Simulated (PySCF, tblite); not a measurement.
**C₈H₉B+ (doublet): geometry, infrared bands and EPR parameters**

Aim: predict the infrared bands and EPR parameters of C₈H₉B+ (doublet) (`[CH+]=[C]/C=C/CBC#CC`).

The runs use tblite 0.8.0 and PySCF 2.14.0, with density-fitted response routines of our own; the level of theory stands in each step. All values are computed, except where a source is named. Atoms count from 0, in the outputs and in this text.

**1. The starting structure**

18 atoms, charge 1, multiplicity 2; geometry from: force field or distance geometry start.

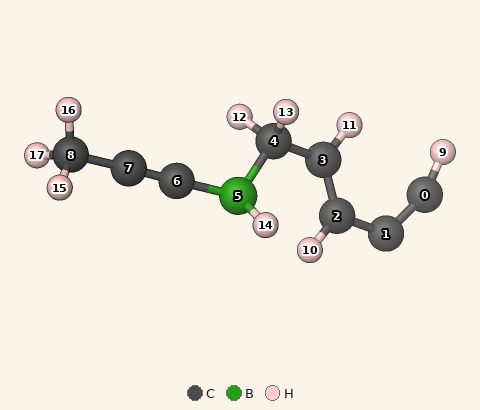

The starting geometry (carbon dark grey, boron green, hydrogen pink), atoms numbered.

**2. Relaxing the molecule with GFN2-xTB**

Job settings and geometry (Å):

```
{"job": {"kind": "relax", "xc": "GFN2-xTB", "basis": "xTB"}, "charge": 1, "multiplicity": 2}
C      4.380200    -1.592200    -1.282700
C      3.232600    -1.469900    -1.963500
C      2.006600    -1.054500    -1.308200
C      1.985400    -0.593900    -0.053900
C      0.740300    -0.171000     0.626200
B     -0.552300    -0.301400    -0.333100
C     -1.800400     0.486900     0.148100
C     -2.757000     1.112400     0.540400
C     -3.938900     1.849300     0.989000
H      5.003900    -1.548500    -0.407900
H      1.056900    -1.105900    -1.884100
H      2.901400    -0.543600     0.541000
H      0.763500     0.927400     0.902800
H      0.543100    -0.715200     1.564800
H     -0.810300    -1.416800    -0.662400
H     -4.830100     1.345400     0.562300
H     -4.020100     1.879100     2.109300
H     -3.913800     2.918800     0.651000
```

Started as:

```
$ OMP_NUM_THREADS=1 python probes_run.py task.json out
```

One launch serves the whole session: the jobs run in the order shown.

**Question.** This job is followed by: GFN2-xTB harmonic vibrations, gas phase; UKS B3LYP, pcH-1 on B C H, non-relativistic, mean-field spin-orbit, GIAO. What will the session give for the following? strongest single infrared mode (GFN2-xTB); zero-point energy (GFN2-xTB); g(iso) (B3LYP); ⟨S²⟩; largest a(iso) (averaged by class).

**Answer**, as computed:

| quantity | value |
| --- | --- |
| strongest single infrared mode (GFN2-xTB) | 2222 cm⁻¹, 1618 km/mol |
| zero-point energy (GFN2-xTB) | 83.8 kcal/mol |
| g(iso) (B3LYP) | 2.00311 |
| ⟨S²⟩ | 0.760 (exact 0.75) |
| largest a(iso) (averaged by class) | 1H on H9, -31.3 MHz |

What this shows: The optimisation took 142 steps and gained 3.138 eV; among the close pairs (by a distance rule), C0–C1 changed most, from 1.340 to 1.212 Å. The lowest mode is slightly imaginary (20i cm⁻¹), a soft motion within the noise of the Hessian, so the minimum is not strictly shown. The strongest single mode, at 2222 cm⁻¹, moves mainly C7 and C6. Unscaled tight-binding wavenumbers are off by several per cent, some by more. Its intensities can rank the bands wrongly. The largest share of the spin, 0.39 e, sits on C0. The isotropic g lies 0.8 ppt above the free-electron value. These values are for one conformer; the search (at its own cheap level) found 2 more, at 0.01, 0.58 kcal/mol (those within 0.05 may be mirror or relabelled copies), and measured spectra average over such forms.
